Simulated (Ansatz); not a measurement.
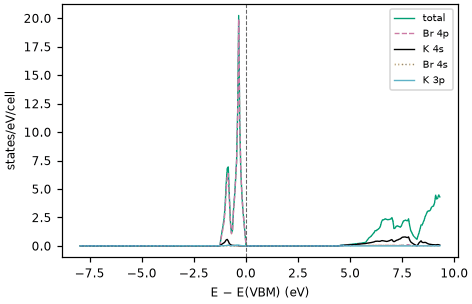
Figure: Total and projected density of states of KBr (rock salt, Fm-3m), the program Ansatz at the PBEsol level (PAW)

Task: Which orbitals carry the states next to the gap?

Result: Top 1 eV of the valence band: Br 4p 96 %. Bottom 1 eV of the conduction band: K 4s 72 %, Br 4s 19 %, Br 4p 6 %. Projections are on Löwdin-orthogonalised atomic valence shells; empty p or d shells of many metals are not among them.

Task: Where is the tallest occupied peak in this window, and what makes it?

Result: Near -0.3 eV, about 20 states/eV per cell; the largest projected share is Br 4p.

The PBEsol relaxation kept the symmetry of its start. Scalar-relativistic: spin–orbit coupling is off unless named, which matters more the heavier the elements.

Potentials: the later of the program's two PAW sets.
